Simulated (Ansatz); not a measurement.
Input file:

```
crystal:
  periodic: [false, false, false]
  atoms:
    - {symbol: C, position_ang: [-1.715852, -0.070020, 1.336503]}
    - {symbol: N, position_ang: [-0.622664, 0.812290, 1.009381]}
    - {symbol: In, position_ang: [0.842743, 0.579138, -0.317809]}
    - {symbol: C, position_ang: [1.477166, -0.870359, -1.730823]}
    - {symbol: F, position_ang: [1.933503, 2.212915, -0.177798]}
    - {symbol: H, position_ang: [-2.696420, 0.384307, 1.142156]}
    - {symbol: H, position_ang: [-1.665935, -0.980816, 0.733921]}
    - {symbol: H, position_ang: [-1.701272, -0.385735, 2.388035]}
    - {symbol: H, position_ang: [-0.619323, 1.669760, 1.538704]}
    - {symbol: H, position_ang: [2.355289, -0.485847, -2.247139]}
    - {symbol: H, position_ang: [0.683277, -1.064370, -2.451660]}
    - {symbol: H, position_ang: [1.729488, -1.801273, -1.223461]}
basis:
  gaussian: {orbitals: def2-TZVPP}
hamiltonian: {xc: pbe0, dispersion: d4}
output: {orbitals: {seedname: orbitals}}
```

Launched as:

```sh
ansatz run in.yaml --threads 2 --pin off --events-out ev --progress --plain --max-ram 32768MiB --backend cpu
```

Geometry: PBE0-D4/def2-TZVP; core potentials replace the inner electrons of In.

Level of theory: RKS PBE0-D4/def2-TZVPP (Ansatz).

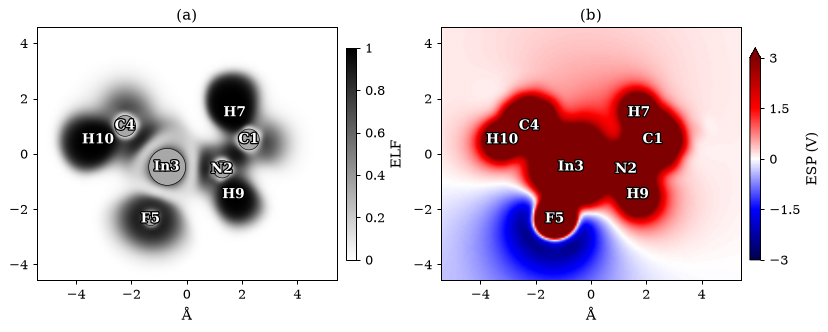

C2H7FInN (SMILES C[NH][In]([CH3])[F]). (a) electron localisation function; (b) electrostatic potential on the plane of atoms C1, N2 and In3. Grey discs cover the atomic cores in the ELF map.

### Interpret the plot.

The plane passes through C, N, In, F and H nuclei. C–N (1.44 Å): the ELF peaks at about 0.90 between the atoms: a covalent bond. In–F (1.97 Å): the ELF peaks at about 0.80 in the valence shell of F, 0.5 Å from its nucleus, and drops to about 0.10 between the two atoms. In–N (1.99 Å): the ELF peaks at about 0.85 in the valence shell of N, 0.6 Å from its nucleus, and drops to about 0.15 between the two atoms. C–In (2.12 Å): the ELF peaks at about 0.85 in the valence shell of C, 0.7 Å from its nucleus, and drops to about 0.20 between the two atoms. N–H (1.01 Å): the ELF climbs to about 1 towards the hydrogen, as it does in any bond to H; a covalent bond by its length. The ELF also peaks beside F5, away from the bonds: lone-pair regions. Outside the dense part of the molecule the potential is most negative (−2.5 V) near F5.
